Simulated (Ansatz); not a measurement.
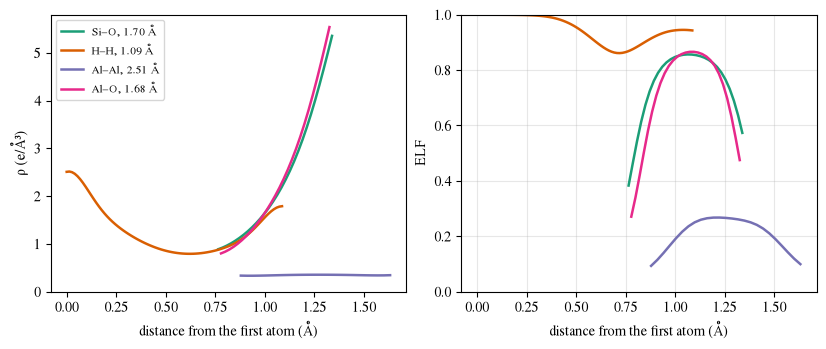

*Al2H7O5Si···H. Electron density and ELF along straight lines between neighbouring atoms. The curves leave out the atomic cores.*

A transition-state structure; geometry: PBE0-D4/def2-TZVP.

Level of theory: RKS PBE0-D4/def2-TZVPP in Ansatz.

```yaml
atoms:
  - { symbol: Si, position_ang: [-0.0816, -1.8761, 0.0265] }
  - { symbol: H, position_ang: [1.2652, -2.8148, 0.6020] }
  - { symbol: H, position_ang: [1.4731, -1.7914, 0.9008] }
  - { symbol: O, position_ang: [0.9057, -0.7455, 0.8241] }
  - { symbol: Al, position_ang: [1.0885, 0.9900, 0.3381] }
  - { symbol: O, position_ang: [2.4101, 1.6960, 1.1155] }
  - { symbol: O, position_ang: [0.5334, 1.0345, -1.2990] }
  - { symbol: Al, position_ang: [-1.1127, 0.9174, -0.8656] }
  - { symbol: O, position_ang: [-2.6008, 1.3296, -1.5356] }
  - { symbol: O, position_ang: [-0.6666, 1.5260, 0.8040] }
  - { symbol: H, position_ang: [-1.0623, -2.6571, 0.8095] }
  - { symbol: H, position_ang: [-1.2392, -0.7742, -0.3691] }
  - { symbol: H, position_ang: [0.1527, -2.2759, -1.3739] }
  - { symbol: H, position_ang: [2.8308, 2.5053, 0.8366] }
  - { symbol: H, position_ang: [-2.7774, 1.5089, -2.4554] }
  - { symbol: H, position_ang: [-1.1189, 1.4275, 1.6416] }
```

Compare the contacts.

Answer. Si–O (1.70 Å): ρ is about 1.1 e/Å³ halfway; the ELF peaks at about 0.85 between the atoms: a shared but strongly polarised pair.
H2···H3 (1.09 Å): the density falls to about 0.79 e/Å³ on the way; the ELF is about 0.95 at the midpoint.
Al–Al (2.51 Å): ρ at the midpoint is about 0.35 e/Å³; the ELF is about 0.25 at the midpoint.
Al–O (1.68 Å): the density is about 0.94 e/Å³ at the midpoint; the ELF peaks at about 0.85 in the valence shell of O, 0.6 Å from its nucleus, and is about 0.50 at the midpoint.
